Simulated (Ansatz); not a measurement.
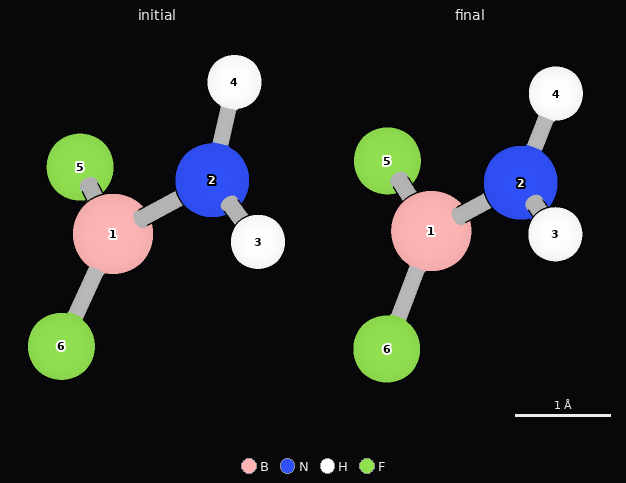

The structure of BNH2F2 before (left) and after (right) a relaxation, at one scale.

The picture is a ball-and-stick view, seen from a free direction.

The run prepares the start of a later molecular dynamics calculation, from a guessed geometry.

Computed with RKS B3LYP/def2-SVP in Ansatz.

Input
```yaml
crystal:
  periodic: [false, false, false]
  atoms:
    - { symbol: B, position_ang: [0.0, 0.0, 0.0] }
    - { symbol: "N", position_ang: [0.0, 0.0, 1.55] }
    - { symbol: H, position_ang: [-0.877, -0.2713, 2.08] }
    - { symbol: H, position_ang: [0.877, 0.2713, 2.08] }
    - { symbol: F, position_ang: [1.1431, 0.0, -0.66] }
    - { symbol: F, position_ang: [-1.1431, 0.0, -0.66] }
basis:
  gaussian: { orbitals: def2-SVP }
hamiltonian:
  xc: b3lyp
relax:
  f_tol: 0.02
  max_steps: 40
```

Command:
```bash
ansatz run input.yaml --threads 1 --pin off --max-ram 2048MiB --backend cpu --events-out ev --progress --plain --runs-dir out
```

Question: What changed between the two?

Answer: After 5 geometry steps the energy has fallen by 0.550 eV. The largest force component goes from 4.4 to 0.0045 eV/Å. The largest moves after the best rigid fit, 0.19 Å, are those of H3 and H4. By element the largest moves are H 0.19 Å, F 0.14 Å, B 0.08 Å, N 0.07 Å. Some distances before and after: B1–N2 1.550 → 1.397 Å, N2–H3 1.060 → 1.012 Å, B1–F5 1.320 → 1.333 Å. Bond angles that change, for instance: H3–N2–H4 120.0° → 114.9°, B1–N2–H3 120.0° → 122.5°, F5–B1–F6 120.0° → 117.6°.
